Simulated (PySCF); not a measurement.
**Si2H5OF (SMILES O[SiH](F)[SiH3]) at 5 levels**

We compute a comparison of 5 runs (HF/STO-3G, HF/6-31G*, HF/cc-pVDZ, HF/def2-SVP, B3LYP/6-31G*) of Si2H5OF. Input form: a Python script.

Program for the calculation: PySCF 2.14.0.

## Step 1: The structure to begin with

Si2H5OF has 9 atoms, charge 0, and is taken as a singlet. As SMILES, `O[SiH](F)[SiH3]`. The coordinates come from a PBE0-D4/def2-TZVP relaxation. This is one conformer, not always the lowest.

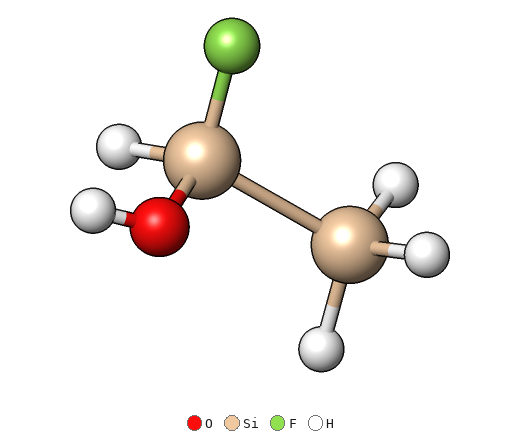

The structure, seen from a chosen angle (oxygen red, silicon light orange, fluorine green, hydrogen white).

## Step 2: Energy and gradient at HF/STO-3G (run 1)

The input, start.xyz:

```xyz
9

O     -0.392500    -0.610800     1.768100
Si    -0.831500    -0.160600     0.257700
F     -1.775600     1.133800     0.319400
Si     1.135000     0.371100    -0.891700
H     -1.050500    -1.005600     2.343000
H     -1.664600    -1.215400    -0.380600
H      0.798700     0.860600    -2.255200
H      1.981700    -0.845200    -1.013900
H      1.887800     1.425600    -0.163800
```

The input, job.py:

```python
import pyscf.grad
from pyscf import gto

mol = gto.M(
    atom='start.xyz',
    basis='sto-3g',
    max_memory=1860,
    spin=0,
    verbose=4,
)

mf = mol.RHF()
mf.conv_tol = 1e-10
mf.kernel()
if not mf.converged:
    mf = mf.newton().run(mf.mo_coeff, mf.mo_occ)

energy = mf.e_tot
print('E = %.10f Eh' % energy)
grad = mf.Gradients().kernel()
dip = mf.dip_moment()
pop, q = mf.mulliken_pop()
```

Started as:

```console
$ OMP_NUM_THREADS=1 python job.py
```

Output:

```text
PySCF version 2.14.0

[... 61 lines left out ...]
converged SCF energy = -746.028599375077
[... 12 lines left out ...]
Dipole moment(X, Y, Z, Debye): -0.38552, -1.00810, -0.31414
[... 43 lines left out ...]
charge of    8H =     -0.14590
```

Run time: 2.2 s. Hardware: 1 thread of Intel Xeon at 2.70GHz, shared host; peak memory 0.12 GiB.

## Step 3: Energy and forces at HF/6-31G(d) (spherical functions) (run 2)

The input, input.py:

```python
import pyscf.grad
from pyscf import gto, scf

system = gto.M(
    atom='''
O     -0.392500    -0.610800     1.768100
Si    -0.831500    -0.160600     0.257700
F     -1.775600     1.133800     0.319400
Si     1.135000     0.371100    -0.891700
H     -1.050500    -1.005600     2.343000
H     -1.664600    -1.215400    -0.380600
H      0.798700     0.860600    -2.255200
H      1.981700    -0.845200    -1.013900
H      1.887800     1.425600    -0.163800
''',
    max_memory=1860,
    basis='6-31g*',
    spin=0,
    verbose=4,
)

mf = scf.RHF(system)
mf.conv_tol = 1e-10
mf.kernel()
if not mf.converged:
    mf = mf.newton().run(mf.mo_coeff, mf.mo_occ)

energy = mf.e_tot
print(f'total energy: {energy:.8f} hartree')
grad = mf.Gradients().kernel()
mf.analyze()
```

Started as:

```console
$ OMP_NUM_THREADS=1 python input.py
```

Output:

```text
PySCF version 2.14.0

[... 64 lines left out ...]
total energy: -755.13689533 hartree
[... 23 lines left out ...]
MO #4   energy= -20.5759336943856  occ= 2
[... 9 lines left out ...]
MO #14  energy= -1.35722380384373  occ= 2
[... 9 lines left out ...]
MO #24  energy= -0.486555705468635 occ= 2
[... 9 lines left out ...]
MO #34  energy= 0.329892431938439  occ= 0
[... 9 lines left out ...]
MO #44  energy= 0.808669571102274  occ= 0
[... 9 lines left out ...]
MO #54  energy= 1.32926562116686   occ= 0
[... 9 lines left out ...]
MO #64  energy= 2.02940748764691   occ= 0
[... 9 lines left out ...]
MO #74  energy= 3.22668987694971   occ= 0
[... 86 lines left out ...]
Dipole moment(X, Y, Z, Debye): -0.49513, -1.59818,  0.30195
```

It took 9.3 s on 1 thread of Intel Xeon at 2.70GHz, shared host; peak memory 0.15 GiB.

## Step 4: Energy and gradient at HF/cc-pVDZ (run 3)

The input, calc.py:

```python
# O[SiH](F)[SiH3]
from pyscf import gto

molecule = gto.M(
    atom='''
O   -0.392500  -0.610800   1.768100
Si  -0.831500  -0.160600   0.257700
F   -1.775600   1.133800   0.319400
Si   1.135000   0.371100  -0.891700
H   -1.050500  -1.005600   2.343000
H   -1.664600  -1.215400  -0.380600
H    0.798700   0.860600  -2.255200
H    1.981700  -0.845200  -1.013900
H    1.887800   1.425600  -0.163800
''',
    basis='cc-pvdz',
    max_memory=1860,
    verbose=4,
    spin=0,
    charge=0,
)

mf = molecule.RHF()
mf.conv_tol = 1e-10
mf.kernel()
if not mf.converged:
    mf = mf.newton().run(mf.mo_coeff, mf.mo_occ)

e_tot = mf.e_tot
print('E = %.10f Eh' % e_tot)
grad = mf.nuc_grad_method().kernel()
mf.analyze()
```

Started as:

```console
$ OMP_NUM_THREADS=1 python calc.py
```

Output:

```text
PySCF version 2.14.0

[... 91 lines left out ...]
MO #5   energy= -6.19263858502943  occ= 2
[... 11 lines left out ...]
MO #17  energy= -0.710334471551238 occ= 2
[... 11 lines left out ...]
MO #29  energy= 0.19533585118737   occ= 0
[... 11 lines left out ...]
MO #41  energy= 0.555538191037776  occ= 0
[... 11 lines left out ...]
MO #53  energy= 1.0477785853178    occ= 0
[... 11 lines left out ...]
MO #65  energy= 1.6317727936004    occ= 0
[... 11 lines left out ...]
MO #77  energy= 2.29478386355814   occ= 0
[... 11 lines left out ...]
MO #89  energy= 4.29240457568033   occ= 0
[... 101 lines left out ...]
Dipole moment(X, Y, Z, Debye): -0.28350, -1.63358,  0.29644
```

Wall time 13 s (1 thread of Intel Xeon at 2.70GHz, shared host); peak memory 0.18 GiB.

Run 4 isn't shown in full; the table further down has it.

## Step 5: Energy and gradient at B3LYP/6-31G(d) (spherical functions) (run 5)

The input, calc.py:

```python
# O[SiH](F)[SiH3]
import pyscf.grad
from pyscf import gto, dft

mol = gto.M(
    atom=[
    ('O', (-0.392500, -0.610800, 1.768100)),
    ('Si', (-0.831500, -0.160600, 0.257700)),
    ('F', (-1.775600, 1.133800, 0.319400)),
    ('Si', (1.135000, 0.371100, -0.891700)),
    ('H', (-1.050500, -1.005600, 2.343000)),
    ('H', (-1.664600, -1.215400, -0.380600)),
    ('H', (0.798700, 0.860600, -2.255200)),
    ('H', (1.981700, -0.845200, -1.013900)),
    ('H', (1.887800, 1.425600, -0.163800)),
],
    max_memory=1860,
    spin=0,
    verbose=3,
    basis='6-31g*',
)

myscf = dft.RKS(mol, xc='b3lyp')
myscf.grids.level = 5
myscf.conv_tol = 1e-10
myscf.kernel()
if not myscf.converged:
    myscf = myscf.newton().run(myscf.mo_coeff, myscf.mo_occ)

e_final = myscf.e_tot
print('E(%s) = %.9f' % ('B3LYP', e_final))
grad = myscf.Gradients().kernel()
dip = myscf.dip_moment()
pop, q = myscf.mulliken_pop()
```

Started as:

```console
$ OMP_NUM_THREADS=1 python calc.py
```

Output:

```text
converged SCF energy = -757.144113345037
[... 9 lines left out ...]
Dipole moment(X, Y, Z, Debye): -0.49619, -1.42108,  0.44114
[... 84 lines left out ...]
charge of    8H =     -0.04306
```

Wall time 45 s (1 thread of Intel Xeon at 2.70GHz, shared host); peak memory 0.73 GiB.

## Step 6: The series

| run | level | integration grid | energy (Eh) | dipole moment (D) | HOMO energy (eV) | LUMO energy (eV) | wall time |
| --- | --- | --- | --- | --- | --- | --- | --- |
| 1 | HF/STO-3G | – | -746.028599 | 1.12 | -8.44 | 10.59 | 2.2 s |
| 2 | HF/6-31G* (spherical functions) | – | -755.136895 | 1.70 | -11.16 | 3.46 | 9.3 s |
| 3 | HF/cc-pVDZ | – | -755.174379 | 1.68 | -11.20 | 3.42 | 13 s |
| 4 | HF/def2-SVP | – | -754.851016 | 1.71 | -11.25 | 3.52 | 11 s |
| 5 | B3LYP/6-31G* (spherical functions) | 5 | -757.144113 | 1.57 | -7.93 | 0.12 | 45 s |

## Step 7: What came out

```
                       quantity          value
            run 5: total energy  -757.14411 Eh
           run 5: dipole moment         1.57 D
             run 5: HOMO energy       -7.93 eV
             run 5: LUMO energy        0.12 eV
           run 5: HOMO–LUMO gap        8.05 eV
run 5: largest force on an atom     0.679 eV/Å
```

The dipole moment (its size) runs from 1.12 D (HF/STO-3G) to 1.71 D (HF/def2-SVP). The HOMO–LUMO gap runs from 8.05 eV (B3LYP/6-31G*) to 19.03 eV (HF/STO-3G). The two ends differ in method and basis. In run 1 the basis is minimal, so the values are rough. All runs together took 81 s, the longest 45 s.
